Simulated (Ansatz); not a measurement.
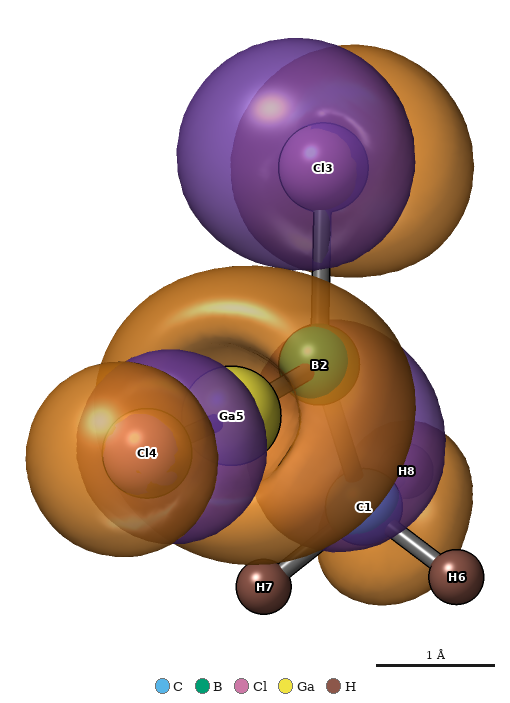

Figure 1: CH3BCl2Ga (SMILES C[B](Cl)[Ga+][Cl]) (charge +1). The HOMO at ±0.1 Å⁻³ᐟ² (orange and purple are the two phases), seen at an oblique angle.

Geometry: B3LYP/6-31G*.

All numbers below come from isolated molecule in a Gaussian basis; Kohn-Sham density functional theory, functional PBE0 (Ansatz 0.2.0).

Input

```
crystal:
  periodic: [false, false, false]
  atoms:
    - symbol: C
      position_ang: [1.787623, 0.441384, -0.326602]
    - symbol: B
      position_ang: [0.500668, 0.832052, -1.070082]
    - symbol: Cl
      position_ang: [0.126629, 2.126441, -2.117773]
    - symbol: Cl
      position_ang: [-2.953761, -1.690434, -0.546923]
    - symbol: Ga
      position_ang: [-1.248316, -0.492422, -0.771642]
    - symbol: H
      position_ang: [1.623924, 0.408364, 0.761661]
    - symbol: H
      position_ang: [2.121563, -0.568674, -0.609769]
    - symbol: H
      position_ang: [2.600495, 1.146902, -0.533808]
basis:
  gaussian:
    orbitals: def2-TZVPD
total_charge: 1
hamiltonian:
  xc: pbe0
output: {forces: true, orbitals: {seedname: orbitals}}
```

Command:

```sh
ansatz run input.yaml --threads 2 --pin off --max-ram 4350MiB --events-out events.jsonl --progress --plain --runs-dir runs
```

> Describe this orbital and give its energy.

By Hirshfeld shares it lies mainly on Cl3 (about 35 %), Ga5 (about 25 %), Cl4 (about 15 %), B2 (about 15 %) and C1 (about 10 %). Its energy is −13.40 eV.
